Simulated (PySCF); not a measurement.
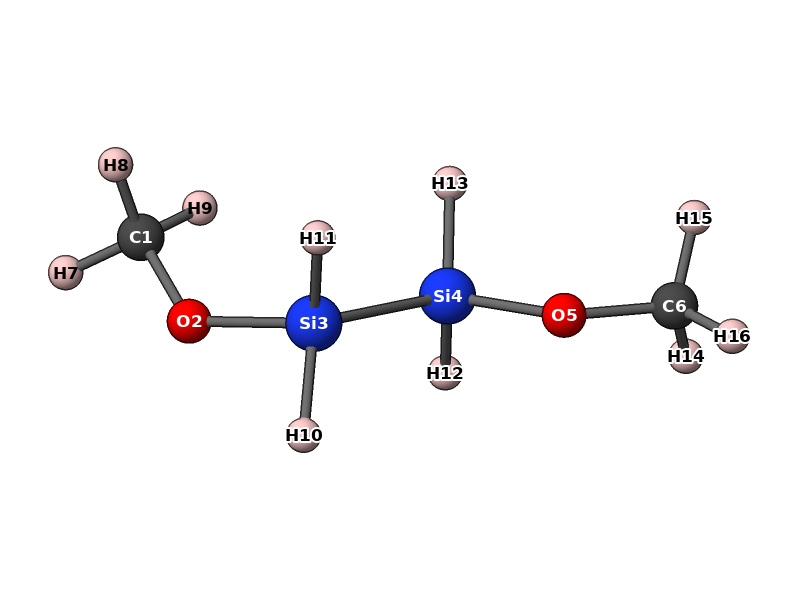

The questions are on ESP-fitted charges. Computed geometry: GFN2-xTB optimisation. No frequency run is at hand to confirm it as a minimum. Method: PBE0/pcSseg-1, gas phase (PySCF 2.14.0).

Give the ESP-fitted charges atom by atom.

| atom | value (e) |
| --- | --- |
| C1 | −0.13 |
| O2 | −0.33 |
| Si3 | 0.29 |
| Si4 | 0.44 |
| O5 | −0.33 |
| C6 | −0.19 |
| H7 | 0.10 |
| H8 | 0.10 |
| H9 | 0.08 |
| H10 | −0.07 |
| H11 | −0.07 |
| H12 | −0.11 |
| H13 | −0.12 |
| H14 | 0.11 |
| H15 | 0.11 |
| H16 | 0.12 |

The geometry is semi-empirical. Around Si such bond lengths and angles can be off by a tenth of an ångström or more and by several degrees, and values that hang on the shape move with them.
